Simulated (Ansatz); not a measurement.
# CH₄···GeH₄: what the fields show

The calculation's input:

```
crystal:
  periodic: [false, false, false]
  atoms:
    - {symbol: C, position_ang: [0.027751, -0.092378, -1.941529]}
    - {symbol: H, position_ang: [1.028628, 0.079220, -1.546002]}
    - {symbol: H, position_ang: [-0.622097, 0.735558, -1.659194]}
    - {symbol: H, position_ang: [-0.369826, -1.021933, -1.534794]}
    - {symbol: H, position_ang: [0.074557, -0.162622, -3.027840]}
    - {symbol: Ge, position_ang: [-0.027792, 0.092432, 1.940652]}
    - {symbol: H, position_ang: [-0.622983, -1.245308, 1.482561]}
    - {symbol: H, position_ang: [1.423885, 0.200728, 1.456261]}
    - {symbol: H, position_ang: [-0.060663, 0.166936, 3.473435]}
    - {symbol: H, position_ang: [-0.851359, 1.247367, 1.356351]}
basis:
  gaussian: {orbitals: "def2-TZVPPD.json"}
hamiltonian: {xc: pbe0, dispersion: d4}
output: {orbitals: {seedname: orbitals}}
```

Launched as:

```sh
ansatz run in.yaml --threads 4 --pin off --events-out ev --progress --plain --max-ram 9574MiB
```

Geometry: PBE0-D4/def2-TZVP.

The calculation used RKS PBE0-D4/def2-TZVPPD (Ansatz).

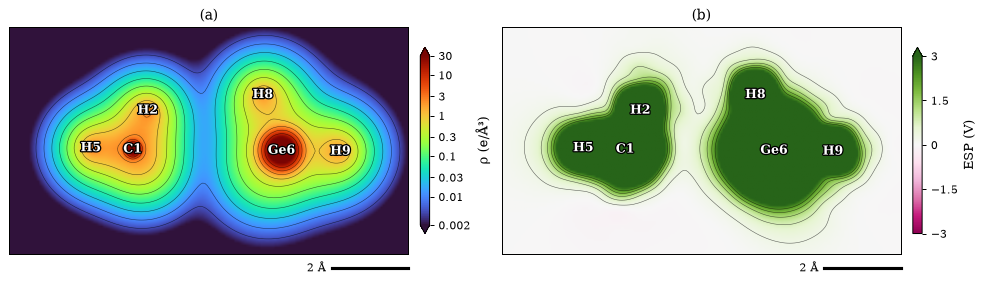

Figure 1. (a) electron density; (b) molecular electrostatic potential on the plane of atoms H2, C1 and H5.

Question: Read the bonding off the picture.

Answer:
- Atoms in the plane: C, H and Ge.
- C1···Ge6 (3.89 Å): the density falls to about 0.02 e/Å³ on the way; a non-bonded, intermolecular contact.
- C–H (1.09 Å): ρ is about 2 e/Å³ halfway.
- Ge–H (1.53 Å): the density is about 1.1 e/Å³ at the midpoint.
- The potential has no marked negative region in this plane.

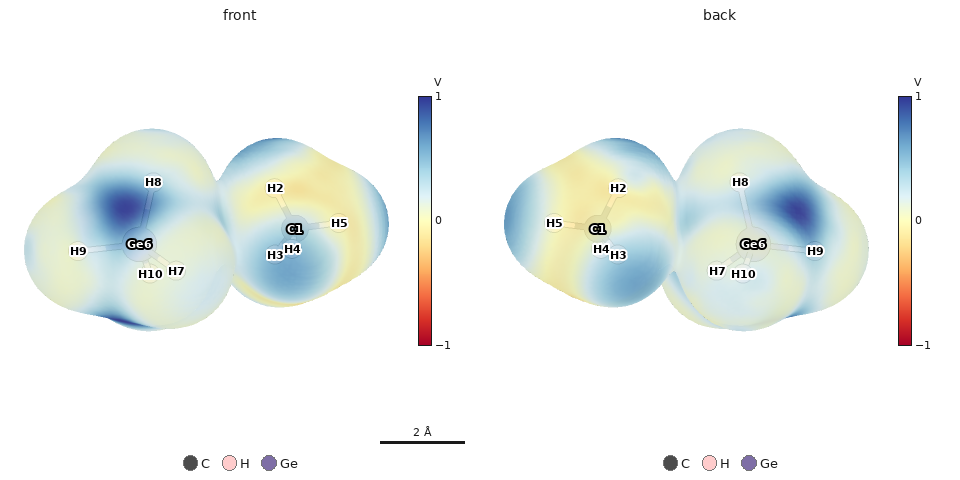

Figure 2. The molecular electrostatic potential painted on the density surface at 0.002 e/bohr³, seen from the front and from behind; red is negative and blue positive.

Question: Describe the electrostatic potential map.

Answer: The most negative region (about −0.1 V) lies over C1, the most positive (about +1.0 V) over Ge6.

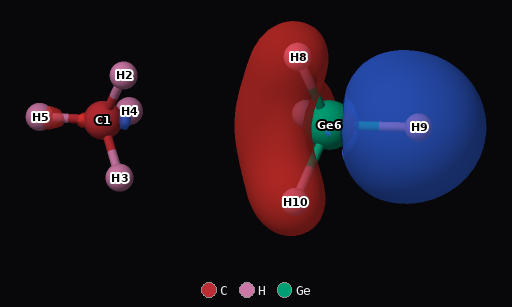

Figure 3. The HOMO at ±0.1 Å⁻³ᐟ² (red and blue are the two phases), seen at an oblique angle.

Question: What is the character of this orbital?

Answer: Its weight (Hirshfeld) is mainly on Ge6 (about 45 %) and H9 (about 40 %). Its energy is −9.59 eV.

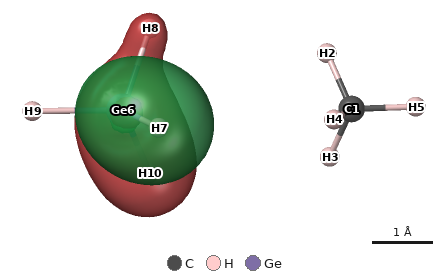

Figure 4. The HOMO−1 at ±0.15 Å⁻³ᐟ² (green and red are the two phases), seen across its widest extent.

Question: What is the character of this orbital?

Answer: By Hirshfeld shares it lies mainly on Ge6 (about 45 %), H7 (about 30 %) and H10 (about 20 %). Its energy is −9.62 eV.
